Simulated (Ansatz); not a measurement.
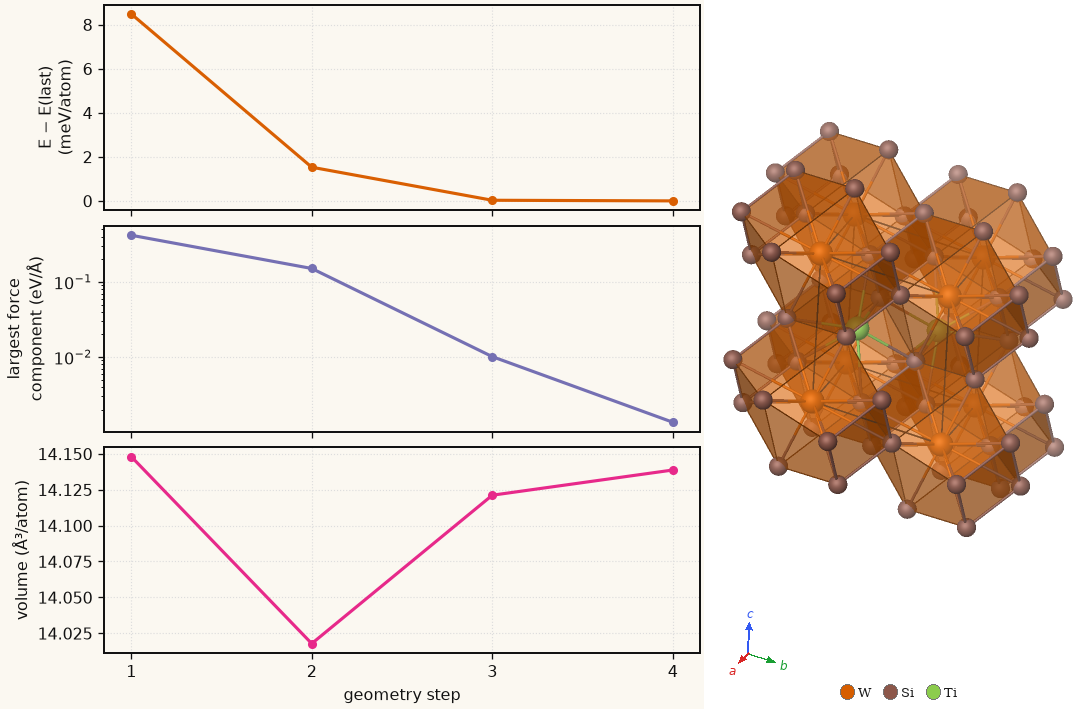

Beside the plot: the structure at the start.

History of a geometry optimisation. Atoms and cell relax. A closing SCF on a freshly chosen basis isn't drawn.

```
crystal:
  lattice:
    - [-3.117666, 3.117666, 2.547271]
    - [3.117666, -3.117666, 2.547271]
    - [3.117666, 3.117666, -2.547271]
  atoms:
    - { symbol: W, position: [0.0, 0.0, 0.0] }
    - { symbol: Si, position: [0.303, 0.303, 0.606] }
    - { symbol: Si, position: [0.303, 0.697, 0.0] }
    - { symbol: Si, position: [0.697, 0.697, 0.394] }
    - { symbol: Si, position: [0.697, 0.303, 0.0] }
    - { symbol: Ti, position: [0.75, 0.25, 0.5] }
    - { symbol: Ti, position: [0.25, 0.75, 0.5] }
  symmetry: { tolerance: 0.0003 }
kpoints:
  mp_grid: { grid: [5, 5, 5], shift: [0, 0, 0] }
magnetization:
  spin_polarized: false
scf:
  occupations: { method: cold, width: 0.005 }
hamiltonian:
  pseudopotentials: { kind: paw }
  xc: pbe
basis:
  ecutwfc: 420
output:
  forces: true
  stress: true
  eigenvalues: true
  write_density: true
  write_potential: true
  elf: true
  volumetric_format: npy
relax:
  max_steps: 40
  cell: {}
```

Launched with:
```bash
ansatz run input.yaml --threads 1 --pin off --max-ram 2560MiB --backend cpu --events-out ev --progress --plain --runs-dir out
```

### How did the optimisation end?

The optimisation met its thresholds at geometry 4, counting the start as the first. The energy fell by about 8.5 meV/atom from the first step to the last. The largest force component goes from about 0.42 eV/Å at the start to 1.4 × 10⁻³ eV/Å at the end.

### Was the starting cell too large or too small?

The volume shrinks from 14.15 to 14.14 Å³ per atom (−0.1 %), overshooting to 14.02 at step 2.
